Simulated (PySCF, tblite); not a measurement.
**C2H7OSi2 radical: geometry, infrared bands and EPR parameters**

Wanted: the infrared bands and EPR parameters of C2H7OSi2 radical (`[CH2][SiH2]C(=O)[SiH3]`), by calculation.

The runs use tblite 0.8.0 and PySCF 2.14.0, with density-fitted response routines of our own; the level of theory stands in each step. All values are computed, except where a source is named. Atoms are numbered from 0 throughout.

**1. Starting geometry**

12 atoms, charge 0, multiplicity 2; geometry from: force field or distance geometry start.

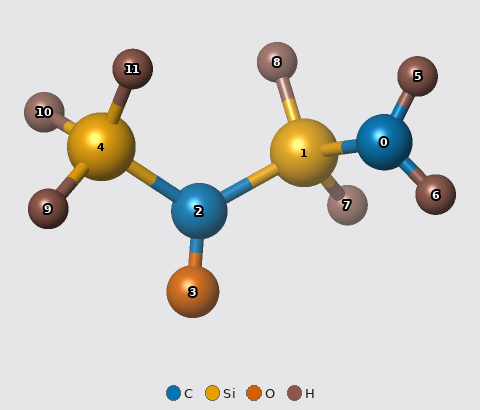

As it starts; carbon blue, silicon amber, oxygen orange, hydrogen brown, atoms numbered.

**2. Optimising the geometry with GFN2-xTB**

Job settings and geometry (Å):

```
{"job": {"kind": "relax", "xc": "GFN2-xTB", "basis": "xTB"}, "charge": 0, "multiplicity": 2}
C      2.171800    -0.185800     0.863300
Si     0.896300    -0.049100    -0.486800
C     -0.744900    -0.688900     0.043900
O     -1.038400    -1.839200    -0.124700
Si    -1.984400     0.435000     0.803100
H      2.818200     0.690000     0.958400
H      2.797600    -1.073800     0.822600
H      1.340300    -0.834400    -1.645600
H      0.694200     1.367000    -0.813500
H     -2.858200    -0.408900     1.652300
H     -2.795000     1.150100    -0.192300
H     -1.296200     1.437200     1.622800
```

Started as:

```sh
$ OMP_NUM_THREADS=1 python probes_run.py task.json out
```

This one command runs all jobs of the session in turn.

**Question.** This job is followed by: GFN2-xTB harmonic vibrations, gas phase; UKS B3LYP, pcH-1 on C H O Si, non-relativistic, mean-field spin-orbit, GIAO. Predict these results of the whole session: strongest single infrared mode (GFN2-xTB); zero-point energy (GFN2-xTB); g(iso) (B3LYP); ⟨S²⟩; largest a(iso) (averaged by class); surface potential, least and greatest.

**Answer**, as computed:

| quantity | value |
| --- | --- |
| strongest single infrared mode (GFN2-xTB) | 1706 cm⁻¹, 431 km/mol |
| zero-point energy (GFN2-xTB) | 44.3 kcal/mol |
| g(iso) (B3LYP) | 2.00314 |
| ⟨S²⟩ | 0.768 (exact 0.75) |
| largest a(iso) (averaged by class) | 13C on C0, 73.4 MHz |
| surface potential, least and greatest | -1.41 V and 1.26 V |

In words: Over 83 steps the energy fell by 0.602 eV; of the close pairs, Si1–C2 changed most, 1.840 to 1.976 Å. No mode is imaginary among the 30: a minimum at this level. The strongest single mode, at 1706 cm⁻¹, moves mainly C2 and O3. GFN2-xTB is a fitted tight-binding method: band positions and strengths are rough. Its intensities can rank the bands wrongly. C0 carries the largest spin population, 0.93 e. The isotropic g lies 0.8 ppt above the free-electron value.
